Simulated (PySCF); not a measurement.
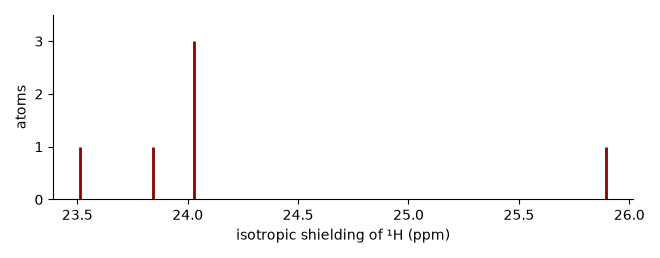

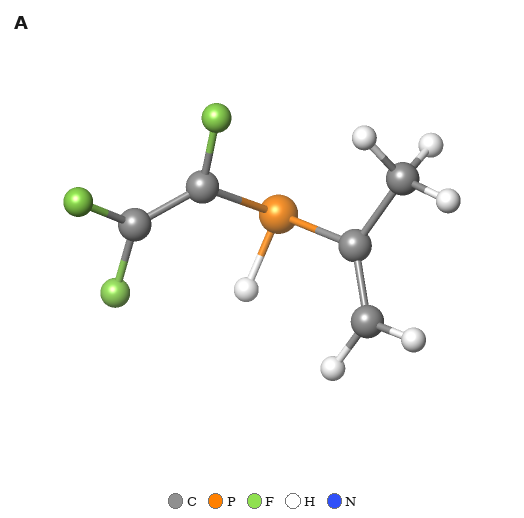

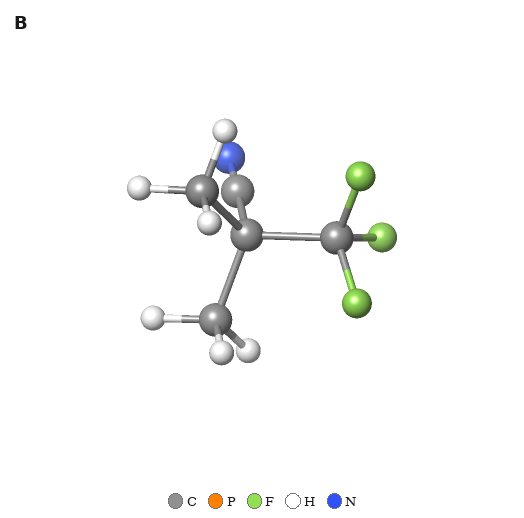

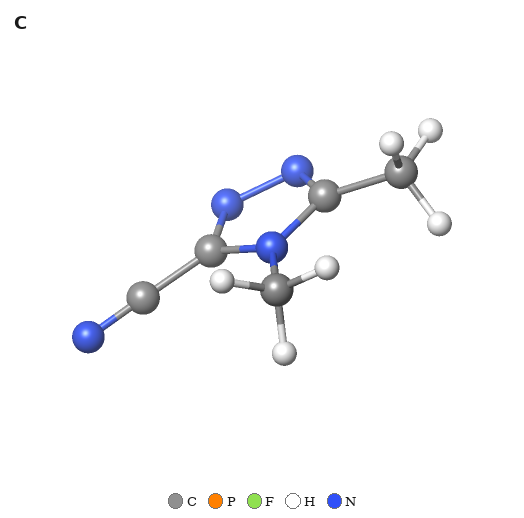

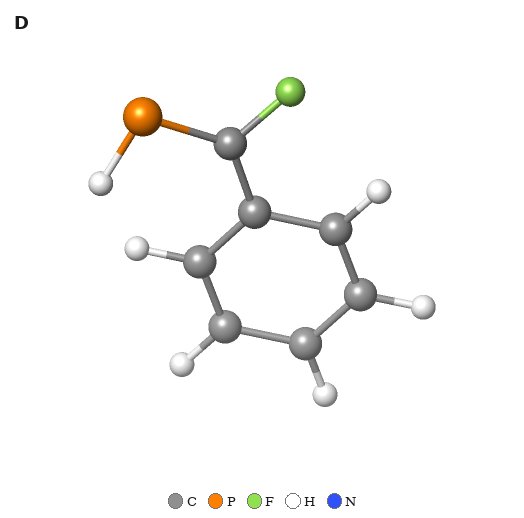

The sticks are computed shieldings of one of the molecules, for one fixed geometry (GFN2-xTB) without averaging over rotations. Low shielding means a high chemical shift. Method: GIAO PBE0/pcSseg-1 NMR shielding, non-relativistic, gas phase (PySCF 2.14.0).

### Which molecule gives this pattern?

D, `[H]/P=C(/F)c1ccccc1`. Its 6 H atoms give lines at 23.51, 23.84, 24.03 (3 atoms), 25.90 ppm.

The geometry is semi-empirical. Around P such bond lengths and angles can be off by a tenth of an ångström or more and by several degrees, and values that hang on the shape move with them.
